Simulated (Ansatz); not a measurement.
# Local environments in graphene zigzag nanoribbon, H-capped, B on C sites (78 atoms)

The cell holds 78 atoms: 64 C, 8 B and 6 H. Its edges and angles: a = 7.380 Å, b = 36.325 Å, c = 10.000 Å, α = 90.0°, β = 90.0°, γ = 90.0°. It derives from C (graphene) and B. Graphene (a = 2.46 Å), rectangular cell with x along the zigzag direction; strip nominally 27 Å wide, 3 periods, edges capped with H, 10 Å of vacuum, 8 of 72 C replaced by B at random; not relaxed, displaced by a Gaussian of 0.02 Å. Regions: sheet, 72 atoms (64 C and 8 B); hydrogen, 6 atoms (6 H). Vacuum lies along b and c. The structure repeats along a.

Method: Kohn-Sham DFT, PBE+D3(BJ), PAW (set soft_2), plane waves (Ansatz 0.2.0; cutoff 420 eV, k-mesh 2×1×1, gaussian smearing of 0.05 eV), at the geometry as built.

The whole cell was solved; only parts of it are printed.

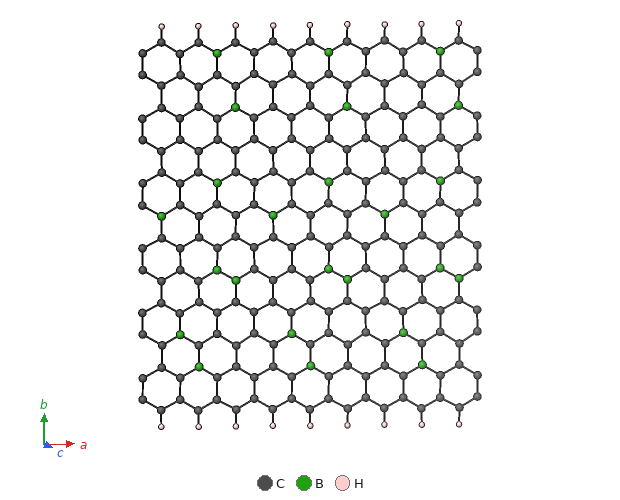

The whole cell (carbon dark grey, boron green, hydrogen pink). 3×1×1 cells are drawn. Some periodic images of atoms are drawn too.

Local excerpt of 25 atoms (numbers count through the whole input) about C6, which bears the longest force; x, y, z are measured from there.

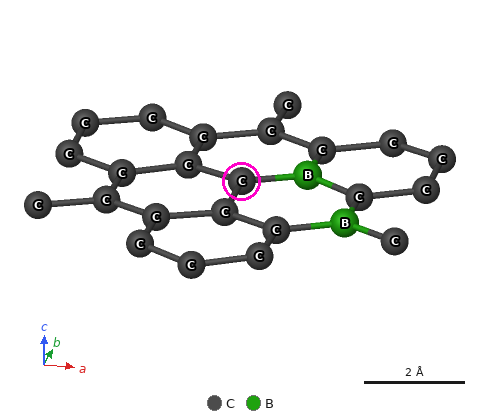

The atoms of the table, within 4.3 Å (arrows a, b, c point along x, y, z); some may hide others; the central atom is ringed.

```
atom      x      y      z  distance (Å)  bonds  intrinsic-atomic-orbital charge (e)     Fx     Fy  Fz (eV/Å)
  C6   0.00   0.00   0.00          0.00      3                                -0.07  -6.04  -3.37      -0.69
 B29   1.20   0.68  -0.03          1.38      3                                 0.07   1.49   0.40       0.04
  C5  -1.27   0.72  -0.08          1.47      3                                 0.03   1.28  -2.67       0.60
  C3  -0.02  -1.47  -0.07          1.47      3                                 0.03  -1.67   1.52       0.73
 C32   1.18   2.08  -0.07          2.39      3                                -0.09   1.54   4.22       0.01
 C30   2.44  -0.03  -0.08          2.44      3                                -0.16   3.35   2.15      -0.14
 C54  -2.46  -0.07  -0.06          2.46      3                                 0.03  -1.05   3.67      -0.55
 C28   1.21  -2.15  -0.05          2.46      3                                -0.06  -2.11  -2.16       0.13
  C8  -1.29   2.14  -0.07          2.50      3                                 0.03   0.50  -2.41      -0.01
  C4  -1.27  -2.16  -0.03          2.50      3                                 0.01   1.86   0.93      -0.45
  C7  -0.04   2.77  -0.06          2.77      3                                 0.03   0.82   2.69      -0.33
 B27   2.46  -1.44  -0.05          2.85      3                                 0.02  -1.25   0.40      -0.09
 C51  -2.47  -1.45  -0.07          2.86      3                                 0.02  -1.27  -1.12       0.47
 C53   3.65   0.71  -0.10          3.72      3                                 0.04   0.52  -1.76       0.64
 C31   2.47   2.81  -0.08          3.75      3                                 0.06  -5.30   0.12       0.31
 C55  -2.50   2.80  -0.04          3.75      3                                -0.08  -0.50  -2.33       0.35
 C25   1.19  -3.58  -0.02          3.77      3                                 0.01  -1.22  -0.39      -0.42
  C1  -1.28  -3.56  -0.03          3.78      3                                 0.00   0.97  -1.29      -0.23
 C53  -3.73   0.71  -0.10          3.80      3                                 0.04   0.52  -1.76       0.64
 C10  -0.03   4.21  -0.09          4.21      3                                 0.03  -0.24   0.92       0.77
 C56   3.65   2.12  -0.01          4.22      3                                 0.03   2.59  -1.98      -0.83
 C52   3.66  -2.14  -0.04          4.24      3                                -0.10   3.78  -3.52      -0.06
  C2  -0.05  -4.26  -0.07          4.26      3                                -0.12   0.64  -0.01       0.46
 C56  -3.73   2.12  -0.01          4.29      3                                 0.03   2.59  -1.98      -0.83
 C52  -3.72  -2.14  -0.04          4.29      3                                -0.10   3.78  -3.52      -0.06
```

The column of bonds counts only the pairs C-C within 1.82 Å, C-B within 1.82 Å, C-H within 1.39 Å, B-B within 1.82 Å; other neighbours, such as metal atoms beside each other in a compound, aren't counted, and periodic images can show an atom twice.

The surroundings of H77, one of the 6 H atoms, nearest first, numbered as they follow in the input and with coordinates relative to it.

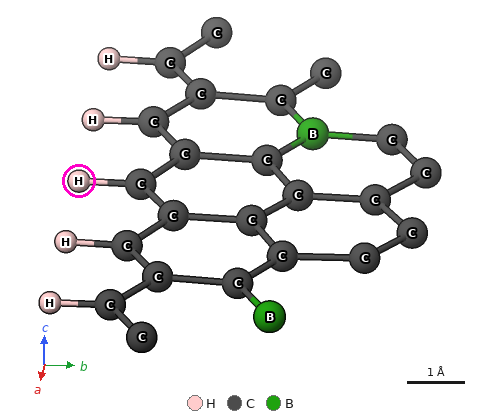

The atoms of the table, within 6.4 Å (arrows a, b, c point along x, y, z); some may hide others; the central atom is ringed.

```
atom      x     y      z  distance (Å)  bonds  intrinsic-atomic-orbital charge (e)     Fx     Fy  Fz (eV/Å)
 H77   0.00  0.00   0.00          0.00      1                                 0.18   0.34   0.41       0.03
 C50   0.03  1.11   0.02          1.11      3                                -0.11  -2.64  -0.86      -0.03
 C49  -1.26  1.77   0.03          2.17      3                                 0.02   1.78   0.79       0.01
  C1   1.21  1.82   0.03          2.18      3                                 0.00   0.97  -1.29      -0.23
 H73   2.44  0.02   0.00          2.44      1                                 0.18  -0.15   0.05      -0.07
 H75  -2.46  0.00   0.01          2.46      1                                 0.19  -0.20  -0.63       0.02
  C2   2.44  1.12  -0.01          2.68      3                                -0.12   0.64  -0.01       0.46
 C26  -2.49  1.07   0.02          2.71      3                                -0.13   1.03   0.75       0.07
  C4   1.22  3.22   0.03          3.44      3                                 0.01   1.86   0.93      -0.45
 C52  -1.23  3.24   0.02          3.46      3                                -0.10   3.78  -3.52      -0.06
 C51   0.02  3.92  -0.01          3.92      3                                 0.02  -1.27  -1.12       0.47
 C25   3.69  1.79   0.04          4.10      3                                 0.01  -1.22  -0.39      -0.42
 C25  -3.69  1.79   0.04          4.11      3                                 0.01  -1.22  -0.39      -0.42
 B27  -2.43  3.93   0.01          4.62      3                                 0.02  -1.25   0.40      -0.09
  C3   2.48  3.90  -0.01          4.62      3                                 0.03  -1.67   1.52       0.73
 C28  -3.68  3.23   0.01          4.89      3                                -0.06  -2.11  -2.16       0.13
 C28   3.70  3.23   0.01          4.91      3                                -0.06  -2.11  -2.16       0.13
 H75   4.92  0.00   0.01          4.92      1                                 0.19  -0.20  -0.63       0.02
 H73  -4.94  0.02   0.00          4.94      1                                 0.18  -0.15   0.05      -0.07
 C26   4.89  1.07   0.02          5.00      3                                -0.13   1.03   0.75       0.07
  C2  -4.94  1.12  -0.01          5.07      3                                -0.12   0.64  -0.01       0.46
 C54   0.03  5.31   0.00          5.31      3                                 0.03  -1.05   3.67      -0.55
 C30  -2.45  5.35  -0.02          5.88      3                                -0.16   3.35   2.15      -0.14
  C6   2.49  5.37   0.06          5.92      3                                -0.07  -6.04  -3.37      -0.69
 C53  -1.24  6.08  -0.04          6.21      3                                 0.04   0.52  -1.76       0.64
  C5   1.22  6.10  -0.02          6.22      3                                 0.03   1.28  -2.67       0.60
  C3  -4.90  3.90  -0.01          6.27      3                                 0.03  -1.67   1.52       0.73
 B27   4.95  3.93   0.01          6.32      3                                 0.02  -1.25   0.40      -0.09
 C49   6.12  1.77   0.03          6.37      3                                 0.02   1.78   0.79       0.01
  C1  -6.17  1.82   0.03          6.43      3                                 0.00   0.97  -1.29      -0.23
```

The column of bonds counts only the pairs C-C within 1.82 Å, C-B within 1.82 Å, C-H within 1.39 Å, B-B within 1.82 Å; other neighbours, such as metal atoms beside each other in a compound, aren't counted, and periodic images can show an atom twice.

A closer look about C47, whose charge lies farthest from its element's mean: 33 atoms, nearest first, numbered in the order of the input, with positions taken from that point.

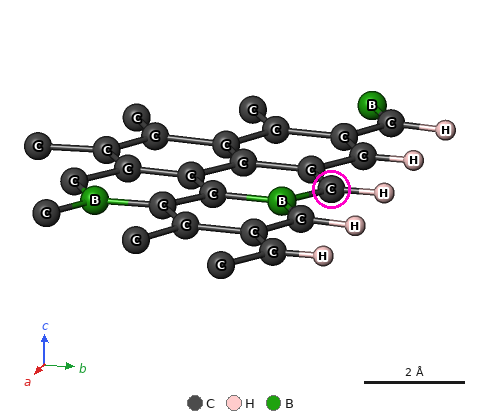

The atoms of the table, within 6.5 Å (arrows a, b, c point along x, y, z); some may hide others; the central atom is ringed.

```
atom      x      y      z  distance (Å)  bonds  intrinsic-atomic-orbital charge (e)     Fx     Fy  Fz (eV/Å)
 C47   0.00   0.00   0.00          0.00      3                                -0.19  -2.87   0.72       0.08
 H76  -0.02   1.09   0.02          1.09      1                                 0.17  -0.37   0.29      -0.05
 B72   1.23  -0.71   0.02          1.42      3                                -0.02  -1.28   0.22      -0.02
 C48  -1.23  -0.73   0.01          1.43      3                                 0.01   0.15   3.42       0.14
 C45  -1.19  -2.12   0.03          2.44      3                                 0.01  -1.90  -1.81      -0.45
 C71   2.44  -0.02   0.04          2.44      3                                -0.19   3.80   3.57      -0.15
 C23  -2.46   0.03   0.03          2.46      3                                -0.13   0.10  -3.73      -0.09
 C69   1.23  -2.14   0.03          2.47      3                                -0.05   0.56  -3.93       0.08
 H74  -2.44   1.08   0.04          2.67      1                                 0.21   0.12   1.65      -0.02
 H78   2.46   1.12   0.01          2.70      1                                 0.15   0.13  -0.92       0.10
 C46   0.01  -2.90   0.01          2.90      3                                 0.01   0.56   5.41       0.26
 C22  -2.46  -2.80   0.00          3.72      3                                 0.01   0.20  -0.89       0.57
 C24   3.68  -0.67   0.03          3.74      3                                 0.01   0.49   1.16       0.15
 C24  -3.70  -0.67   0.03          3.76      3                                 0.01   0.49   1.16       0.15
 C70   2.46  -2.87   0.05          3.78      3                                -0.09  -0.48   5.03      -0.18
 C43   0.00  -4.21   0.03          4.21      3                                 0.04   0.01  -6.57      -0.17
 C21   3.67  -2.09   0.04          4.22      3                                 0.03   0.78  -1.74      -0.11
 C21  -3.71  -2.09   0.04          4.26      3                                 0.03   0.78  -1.74      -0.11
 C19  -2.45  -4.27   0.03          4.92      3                                 0.03  -1.40   0.96      -0.39
 C23   4.92   0.03   0.03          4.92      3                                -0.13   0.10  -3.73      -0.09
 B67   2.43  -4.28   0.02          4.92      3                                 0.06   0.82   0.47       0.02
 C71  -4.94  -0.02   0.04          4.94      3                                -0.19   3.80   3.57      -0.15
 H78  -4.92   1.12   0.01          5.04      1                                 0.15   0.13  -0.92       0.10
 H74   4.94   1.08   0.04          5.05      1                                 0.21   0.12   1.65      -0.02
 C44  -1.24  -4.96   0.01          5.12      3                                 0.02   0.65   0.69      -0.02
 C68   1.23  -5.01   0.02          5.16      3                                -0.10  -4.01   0.11       0.00
 C22   4.92  -2.80   0.00          5.66      3                                 0.01   0.20  -0.89       0.57
 C70  -4.92  -2.87   0.05          5.70      3                                -0.09  -0.48   5.03      -0.18
 C20   3.67  -4.97   0.01          6.17      3                                -0.08   4.67  -1.60       0.16
 B72  -6.15  -0.71   0.02          6.19      3                                -0.02  -1.28   0.22      -0.02
 C48   6.15  -0.73   0.01          6.19      3                                 0.01   0.15   3.42       0.14
 C20  -3.71  -4.97   0.01          6.20      3                                -0.08   4.67  -1.60       0.16
 C41  -1.21  -6.37  -0.04          6.49      3                                 0.01  -0.80  -1.04       0.89
```

The column of bonds counts only the pairs C-C within 1.82 Å, C-B within 1.82 Å, C-H within 1.39 Å, B-B within 1.82 Å; other neighbours, such as metal atoms beside each other in a compound, aren't counted, and periodic images can show an atom twice.

Local excerpt of 25 atoms (numbers count through the whole input) about C62, picked at random; x, y, z are measured from there.

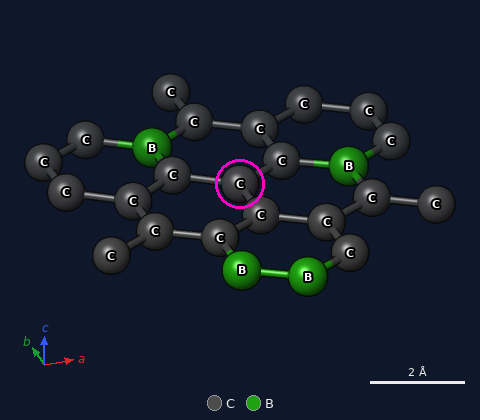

The atoms of the table, within 4.3 Å (arrows a, b, c point along x, y, z); some may hide others; the central atom is ringed.

```
atom      x      y      z  distance (Å)  bonds  intrinsic-atomic-orbital charge (e)     Fx     Fy  Fz (eV/Å)
 C62   0.00   0.00   0.00          0.00      3                                 0.05  -2.55   0.14       0.21
 C13   1.19   0.68   0.01          1.37      3                                -0.07  -0.02   2.96      -0.10
 C59  -0.02  -1.41  -0.01          1.41      3                                 0.05  -0.15   0.02       0.31
 C61  -1.27   0.73   0.04          1.46      3                                -0.10   1.59  -5.83      -0.46
 C38  -2.44  -0.05   0.02          2.44      3                                 0.05  -1.03   2.43       0.35
 B64  -1.23   2.12  -0.03          2.45      3                                 0.07  -1.74   0.84       0.28
 C12   1.20  -2.13  -0.01          2.45      3                                 0.06   2.57  -1.83       0.20
 B14   2.46  -0.03   0.03          2.46      3                                 0.07  -0.56   0.15      -0.02
 C16   1.22   2.14   0.00          2.47      3                                 0.05  -0.27  -1.03       0.34
 C60  -1.22  -2.14   0.03          2.47      3                                -0.08  -0.49   2.00      -0.22
 C63  -0.01   2.82   0.02          2.82      3                                -0.09   3.91   2.85      -0.55
 C35  -2.44  -1.44   0.02          2.84      3                                 0.03  -0.17  -0.28      -0.04
 C11   2.47  -1.48   0.03          2.88      3                                -0.11  -1.06  -1.41      -0.27
 C37   3.69   0.69   0.05          3.75      3                                -0.08   2.84   0.64      -0.21
 C37  -3.69   0.69   0.05          3.76      3                                -0.08   2.84   0.64      -0.21
  C9   1.22  -3.56   0.00          3.76      3                                -0.07   2.86   1.68      -0.40
 C39  -2.48   2.83   0.00          3.77      3                                -0.09  -2.03   1.13       0.17
 C15   2.48   2.83   0.02          3.77      3                                 0.01  -1.62  -0.39       0.03
 B57  -1.25  -3.60   0.01          3.82      3                                 0.03  -3.34   4.19      -0.03
 C40   3.68   2.11   0.03          4.24      3                                 0.05   1.01   0.39      -0.11
 C66  -0.03   4.25  -0.02          4.25      3                                 0.04   2.66  -0.98       0.60
 C40  -3.70   2.11   0.03          4.26      3                                 0.05   1.01   0.39      -0.11
 C36  -3.69  -2.15   0.01          4.27      3                                 0.04  -0.14  -1.50       0.53
 C36   3.69  -2.15   0.01          4.27      3                                 0.04  -0.14  -1.50       0.53
 B58   0.00  -4.29   0.01          4.29      3                                 0.02   3.69  -1.77      -0.02
```

The column of bonds counts only the pairs C-C within 1.82 Å, C-B within 1.82 Å, C-H within 1.39 Å, B-B within 1.82 Å; other neighbours, such as metal atoms beside each other in a compound, aren't counted, and periodic images can show an atom twice.

Length of the force by element:

```
element  coordination  atoms  mean length of the force (eV/Å)  spread  least  most
      B           all      8                             2.13    1.57  0.575  5.36
      C           all     64                             2.77    1.53  0.328  6.95
      H           all      6                            0.738   0.469  0.173  1.65
```

Intrinsic-atomic-orbital charges by element:

```
element  coordination  atoms  mean charge (e)  spread    least    most
      B           all      8           0.0389  0.0284  -0.0183  0.0668
      C           all     64          -0.0218  0.0685   -0.190  0.0637
      H           all      6            0.180  0.0162    0.153   0.206
```

The main run has no spin polarisation, so any moments at edges, vacancies or dangling bonds can't form in it.

[Logs are printed without paths, hosts, clocks, repeated set-up lines and the standing remarks that a program may print on its own settings, such as how far it seeks lower states.]

[Hosts, paths, dates, database ids (printed as entryN), source tags and the programs' standing remarks are cut or masked in the printed files.]
